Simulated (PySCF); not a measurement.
## A study: C₂H₃NO₂, SMILES `N=COC=O`

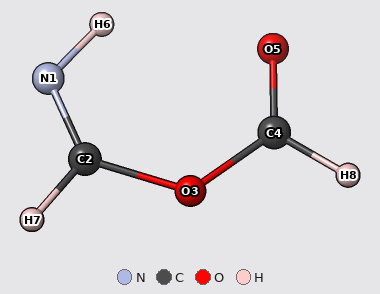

The molecule, with its atoms numbered as below. No frequency check shows the geometry to be a minimum.

Cartesian coordinates (Å):

```
N1       1.5024   -0.8125    0.0000
C2       1.1886    0.3829    0.0000
O3      -0.0608    0.9969    0.0000
C4      -1.1983    0.3011    0.0000
O5      -1.3288   -0.8842    0.0000
H6       0.7465   -1.4933    0.0000
H7       1.9494    1.1563    0.0000
H8      -2.0376    1.0181    0.0000
```

Part 1: Excited states

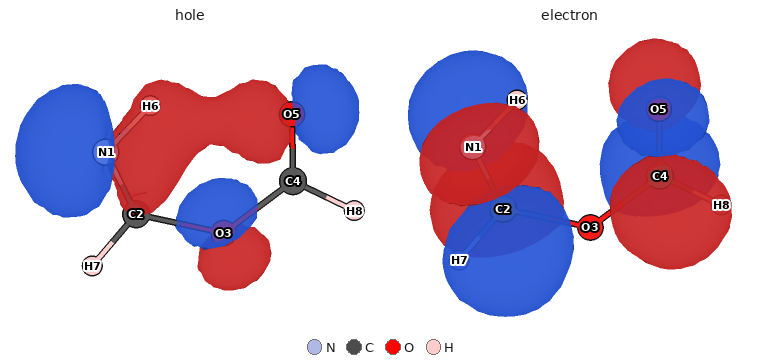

Leading natural transition orbital pair of S₂ (TDA singlet states); the surfaces enclose about 78 % of each orbital's density.

Level of theory: CAM-B3LYP/def2-SVPD (PySCF), at a geometry from GFN2-xTB.

Question: Characterise the state.

Answer: 6.08 eV (204 nm), f = 0.002, n → π*; the leading pair carries 66 %; hole on N1 (40 %), O5 (29 %) and O3 (11 %), electron on C2 (23 %), C4 (22 %) and N1 (21 %) (shares are of the whole state, not of the leading pair alone); their centroids lie 0.6 Å apart. In canonical orbitals it is mainly HOMO−2 → LUMO (59 %). The HOMO–LUMO gap is 9.52 eV.

Part 2: Localised orbitals

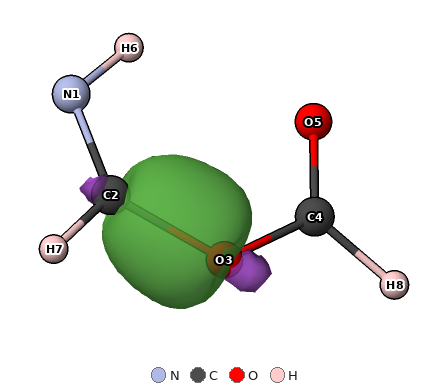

Intrinsic bond orbitals (IBO), occupied; each surface holds about 85 % of the orbital's density. Energies are diagonal elements of the Fock matrix.

PySCF calculation, HF/def2-SVPD, gas phase; geometry: GFN2-xTB.

Question: What does this orbital represent?

Answer: σ bond O3–C2 (O3 66 %, C2 33 %; −29.2 eV).

Part 3: The π system

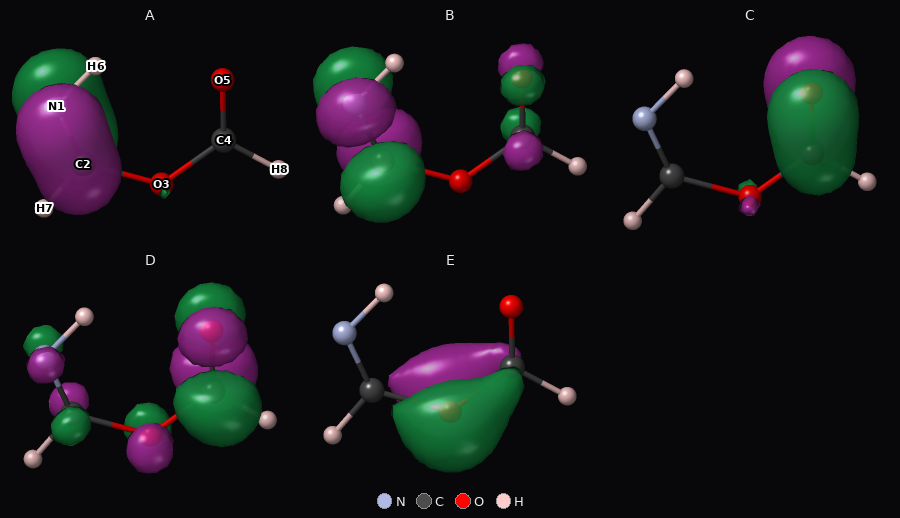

Natural orbitals of the π active space, CASSCF(6,5), singlet state, in random order.

Method: def2-SVPD basis; geometry: GFN2-xTB; program: PySCF.

Question: Which orbitals are strongly, which singly and which weakly occupied?

Answer: Strongly: E (2.00), C (1.94), A (1.93). Weakly: B (0.08), D (0.06). Broadly, orbitals with more nodes between bonded atoms hold fewer electrons.

Question: How multiconfigurational is the state?

Answer: The leading determinant weighs 0.94; the effective number of unpaired electrons, Σ n²(2−n)², is 0.07; the most occupied of the weakly occupied orbitals holds 0.08 e, as in an ordinary closed-shell π system. The active space lowers the energy by 1.60 eV against Hartree–Fock.

Question: Where does the lowest triplet lie relative to the singlet, at this geometry and within this active space?

Answer: 5.88 eV above it by strongly contracted NEVPT2 (+5.55 eV by CASSCF); a small basis tends to put such gaps a few tenths of an eV too high. This is a vertical energy for π states alone; a state that uses lone pairs or σ orbitals may lie lower.

Part 4: Stretching a bond

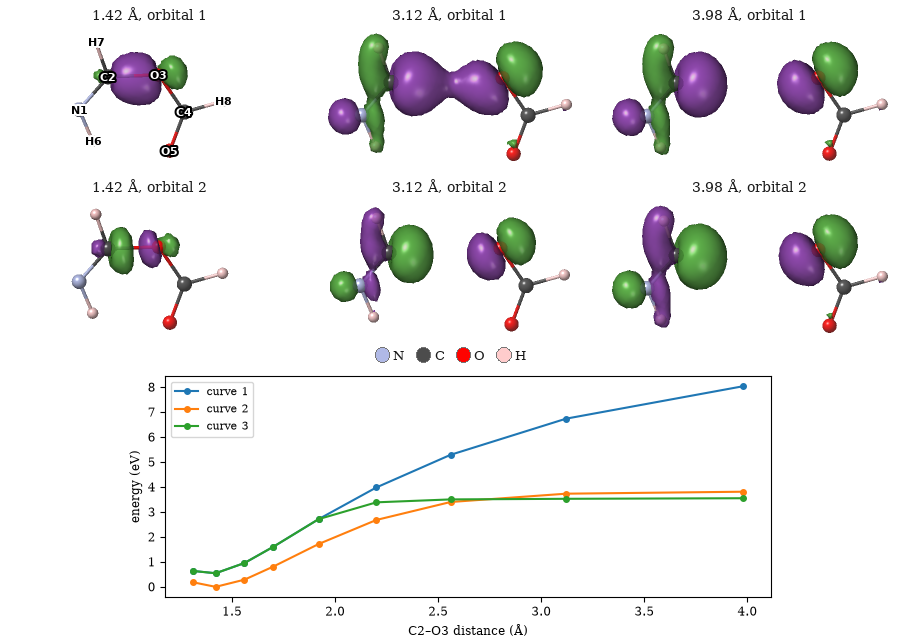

Rigid stretch of the C2–O3 bond. The two CASSCF(2,2) natural orbitals nearest half filling (orbital 1 the more occupied). Below: energies along the scan, from the lowest point of the three curves.

PySCF calculation, 6-31G* basis, gas phase; geometry: GFN2-xTB.

Question: How do the occupations change along the stretch?

Answer: 1.42 Å: 1.98 and 0.02; 3.12 Å: 1.23 and 0.77; 3.98 Å: 1.05 and 0.95. At the longest distance computed (3.98 Å) they are 1.05 and 0.95, and the effective number of unpaired electrons is 2.0.

UHF's ⟨S²⟩ passes 1 along the scan (up to 1.11), so it also polarises electrons outside the stretched bond; its energy lowering isn't due to that bond alone.

Question: Which curve is which method?

Answer: Curve 1 is RHF. Curve 2 is CASSCF(2,2). Curve 3 is UHF. RHF rises too steeply because it keeps both electrons in one orbital and so mixes in ionic fragments.

Question: Where does the UHF solution part from RHF?

Answer: Between 1.92 Å (⟨S²⟩ = 0, the two coincide) and 2.20 Å (⟨S²⟩ = 0.81); at 3.98 Å ⟨S²⟩ is 1.11 and UHF lies 4.5 eV below RHF.

Question: How much energy does the stretch cost?

Answer: By CASSCF, 3.8 eV from the lowest point of the scan (1.42 Å) to 3.98 Å; RHF gives 7.5 eV from its own lowest point. The fragments aren't relaxed and dynamic correlation is missing, so this isn't a bond dissociation energy.
